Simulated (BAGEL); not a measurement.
# CH4BN2Si− (SMILES N#CB(N)[SiH2-]): B3LYP/def2-SVP (density fitting with qzvpp-jkfit)

Aim: the energy change on altering one bond length of CH4BN2Si− at B3LYP/def2-SVP (density fitting with qzvpp-jkfit), from 2 runs. 

The results are computed with BAGEL 1.2.2.

2 further runs of the same task are left out: 1 that didn't finish, 1 set aside as unsound or not needed. Runs told in other sessions of the task aren't counted.

### 1 Starting point

CH4BN2Si− has 9 atoms, charge -1, and is taken as a singlet. SMILES: `N#CB(N)[SiH2-]`. The shape is that of a GFN2-xTB optimisation. This is one conformer, not always the lowest.

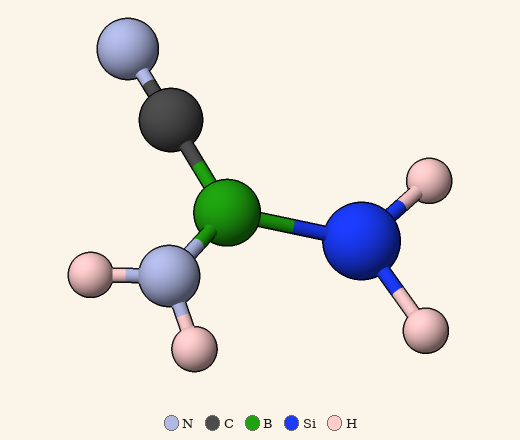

Viewed from a chosen angle; nitrogen light blue, carbon dark grey, boron green, silicon blue, hydrogen pink.

### 2 A single-point energy at B3LYP/def2-SVP (density fitting with qzvpp-jkfit)

The input, job.json:

```json
{ "bagel" : [

{
  "title" : "molecule",
  "basis" : "svp",
  "df_basis" : "qzvpp-jkfit",
  "angstrom" : true,
  "geometry" : [
    { "atom" : "N", "xyz" : [    1.786680,   -2.206970,   -0.553010 ] },
    { "atom" : "C", "xyz" : [    1.132930,   -1.261000,   -0.353540 ] },
    { "atom" : "B", "xyz" : [    0.256570,   -0.065000,   -0.105960 ] },
    { "atom" : "N", "xyz" : [    0.570070,    1.151470,   -0.898590 ] },
    { "atom" : "Si", "xyz" : [   -1.096760,   -0.149090,    1.149720 ] },
    { "atom" : "H", "xyz" : [    1.028940,    1.025170,   -1.789760 ] },
    { "atom" : "H", "xyz" : [   -0.155730,    1.849580,   -0.976080 ] },
    { "atom" : "H", "xyz" : [   -1.445460,   -1.254520,    2.053800 ] },
    { "atom" : "H", "xyz" : [   -2.077240,    0.910360,    1.473410 ] }
  ]
},
{
  "title" : "ks",
  "xc_func" : "b3lyp",
  "charge" : -1
},
{
  "title" : "print",
  "file" : "orbitals.molden",
  "orbitals" : true
}

]}
```

The run is started by

```console
BAGEL_NUM_THREADS=1 BAGEL job.json > job.out
```

The log of the run:

```text
* using 1 threads per process

  ===============================================================
  ===============================================================

  *** Geometry ***

  { "atom" : "N", "xyz" : [      3.376336,     -4.170569,     -1.045037 ] },
  { "atom" : "C", "xyz" : [      2.140927,     -2.382945,     -0.668094 ] },
  { "atom" : "B", "xyz" : [      0.484847,     -0.122832,     -0.200235 ] },
  { "atom" : "N", "xyz" : [      1.077276,      2.175963,     -1.698089 ] },
  { "atom" : "Si", "xyz" : [     -2.072576,     -0.281739,      2.172656 ] },
  { "atom" : "H", "xyz" : [      1.944415,      1.937291,     -3.382156 ] },
  { "atom" : "H", "xyz" : [     -0.294287,      3.495200,     -1.844524 ] },
  { "atom" : "H", "xyz" : [     -2.731524,     -2.370699,      3.881120 ] },
  { "atom" : "H", "xyz" : [     -3.925415,      1.720331,      2.784341 ] },

  Number of auxiliary basis functions:      504

  Since a DF basis is specified, we compute 2- and 3-index integrals:
    o Being stored without compression. Storage requirement is 0.036 GB

  Number of basis functions:       94
  Number of electrons      :       43

    * METHOD: MOLECULE                             0.27

  *** Kohn-Sham DFT ***

    * Removing 16344 points whose weight is below 1.00e-10
    * Grid points: 117810

  === Nuclear Repulsion ===
   167.2221126352

       - DIIS with orbital gradients will be used.

  === KS iteration (b3lyp / svp) ===
      0       -433.94879950          0.12733030           0.43
      1       -429.33546140          0.12897015           0.42
      2       -419.01171578          0.17739818           0.43
      3       -455.38226863          0.08029230           0.42
      4       -460.41925066          0.06311852           0.42
      5       -463.57234739          0.03150887           0.42
      6       -464.12716107          0.01059048           0.43
      7       -464.15313718          0.00672694           0.42
      8       -464.18701325          0.00141116           0.44
      9       -464.18799699          0.00082810           0.43
     10       -464.18837228          0.00021748           0.42
     11       -464.18839067          0.00010237           0.42
     12       -464.18839427          0.00006416           0.43
     13       -464.18839634          0.00001842           0.42
     14       -464.18839653          0.00001240           0.42
     15       -464.18839664          0.00000204           0.43
     16       -464.18839664          0.00000165           0.44
     17       -464.18839664          0.00000062           0.44
     18       -464.18839664          0.00000019           0.43
     19       -464.18839664          0.00000031           0.44
     20       -464.18839664          0.00000001           0.44
    * SCF iteration converged.

    * Permanent dipole moment:
           (    0.030046,    -1.060936,     0.895022) a.u.

    * METHOD: KS                                   9.66

    * METHOD: PRINT                                0.02

  ===============================================================
```

Run time: 10 s. Hardware: 1 thread of Arm Neoverse V1, shared host; peak memory 0.51 GiB.

### 3 The distorted shape

The input, input.json:

```json
{ "bagel": [

{
  "title": "molecule",
  "basis": "svp",
  "df_basis": "qzvpp-jkfit",
  "angstrom": "true",
  "geometry": [
    { "atom": "N", "xyz": [       2.838301,      -3.642155,      -0.850103 ] },
    { "atom": "C", "xyz": [       2.184551,      -2.696185,      -0.650633 ] },
    { "atom": "B", "xyz": [       0.256570,      -0.065000,      -0.105960 ] },
    { "atom": "N", "xyz": [       0.570070,       1.151470,      -0.898590 ] },
    { "atom": "Si", "xyz": [      -1.096760,      -0.149090,       1.149720 ] },
    { "atom": "H", "xyz": [       1.028940,       1.025170,      -1.789760 ] },
    { "atom": "H", "xyz": [      -0.155730,       1.849580,      -0.976080 ] },
    { "atom": "H", "xyz": [      -1.445460,      -1.254520,       2.053800 ] },
    { "atom": "H", "xyz": [      -2.077240,       0.910360,       1.473410 ] }
  ]
},

{ "title": "ks", "xc_func": "b3lyp", "charge": -1 },

{ "title": "print", "file": "orbitals.molden", "orbitals": "true" }

]}
```

The run is started by

```console
BAGEL_NUM_THREADS=1 BAGEL input.json > input.out
```

The log of the run:

```text
* using 1 threads per process

  ===============================================================
  ===============================================================

  *** Geometry ***

  { "atom" : "N", "xyz" : [      5.363612,     -6.882675,     -1.606462 ] },
  { "atom" : "C", "xyz" : [      4.128203,     -5.095051,     -1.229518 ] },
  { "atom" : "B", "xyz" : [      0.484847,     -0.122832,     -0.200235 ] },
  { "atom" : "N", "xyz" : [      1.077276,      2.175963,     -1.698089 ] },
  { "atom" : "Si", "xyz" : [     -2.072576,     -0.281739,      2.172656 ] },
  { "atom" : "H", "xyz" : [      1.944415,      1.937291,     -3.382156 ] },
  { "atom" : "H", "xyz" : [     -0.294287,      3.495200,     -1.844524 ] },
  { "atom" : "H", "xyz" : [     -2.731524,     -2.370699,      3.881120 ] },
  { "atom" : "H", "xyz" : [     -3.925415,      1.720331,      2.784341 ] },

  Number of auxiliary basis functions:      504

  Since a DF basis is specified, we compute 2- and 3-index integrals:
    o Being stored without compression. Storage requirement is 0.036 GB

  Number of basis functions:       94
  Number of electrons      :       43

    * METHOD: MOLECULE                             0.27

  *** Kohn-Sham DFT ***

    * Removing 14450 points whose weight is below 1.00e-10
    * Grid points: 119704

  === Nuclear Repulsion ===
   141.3691740463

       - DIIS with orbital gradients will be used.

  === KS iteration (b3lyp / svp) ===
      0       -421.09005919          0.10020137           0.44
      1       -238.43445229          0.13595228           0.42
      2       -308.95055353          0.10130786           0.42
      3       -443.86986277          0.09182057           0.43
      4       -454.60547929          0.07795995           0.42
      5       -452.60837531          0.06997512           0.41
      6       -452.96924508          0.06887350           0.42
      7       -423.36603027          0.10698797           0.42
      8       -423.39463549          0.09765400           0.43
      9       -455.48923106          0.06056411           0.43
     10       -463.23275648          0.02713905           0.41
     11       -461.37376771          0.03579155           0.42
     12       -463.68623472          0.01406098           0.43
     13       -463.90249518          0.01165158           0.43
     14       -463.96317957          0.01068094           0.44
     15       -464.04078896          0.00236307           0.44
     16       -464.04380984          0.00195548           0.42
     17       -464.04590629          0.00094017           0.42
     18       -464.04647502          0.00031164           0.43
     19       -464.04654911          0.00013645           0.43
     20       -464.04656636          0.00004545           0.42
     21       -464.04656992          0.00001565           0.42
     22       -464.04657150          0.00001146           0.42
     23       -464.04657293          0.00001112           0.42
     24       -464.04657360          0.00000505           0.41
     25       -464.04657371          0.00000205           0.41
     26       -464.04657371          0.00000167           0.43
     27       -464.04657371          0.00000046           0.42
     28       -464.04657371          0.00000026           0.42
     29       -464.04657371          0.00000014           0.42
     30       -464.04657371          0.00000006           0.42
     31       -464.04657371          0.00000005           0.43
     32       -464.04657371          0.00000004           0.42
     33       -464.04657371          0.00000002           0.42
     34       -464.04657371          0.00000001           0.42
     35       -464.04657371          0.00000001           0.43
    * SCF iteration converged.

    * Permanent dipole moment:
           (    1.634946,    -3.047864,     0.348090) a.u.

    * METHOD: KS                                  15.94

    * METHOD: PRINT                                0.02

  ===============================================================
```

Wall time 17 s (1 thread of Arm Neoverse V1, shared host); peak memory 0.52 GiB.

### 4 Results

Level: B3LYP/def2-SVP (density fitting with qzvpp-jkfit).

| quantity | value |
| --- | --- |
| first shape: total energy | -464.18840 Eh |
| first shape: HOMO energy | 0.67 eV |
| first shape: LUMO energy | 4.30 eV |
| first shape: HOMO–LUMO gap (to an unbound level, set by the basis) | 3.63 eV |
| distorted shape: total energy | -464.04657 Eh |
| distorted shape: HOMO energy | -0.64 eV |
| distorted shape: LUMO energy | 0.94 eV |
| distorted shape: HOMO–LUMO gap (to an unbound level, set by the basis) | 1.58 eV |
| energy change with the C2–B3 bond stretched from 1.503 to 3.307 Å | 3.859 eV |

With the C2–B3 bond stretched from 1.503 to 3.307 Å the energy rises by 3.86 eV (372 kJ/mol). The first shape isn't relaxed at this level, so the change isn't measured from a minimum. The HOMO (first shape) lies at positive energy, 0.67 eV, from the functional's self-interaction, a short basis or an electron that isn't bound; only total energies against the neutral tell.
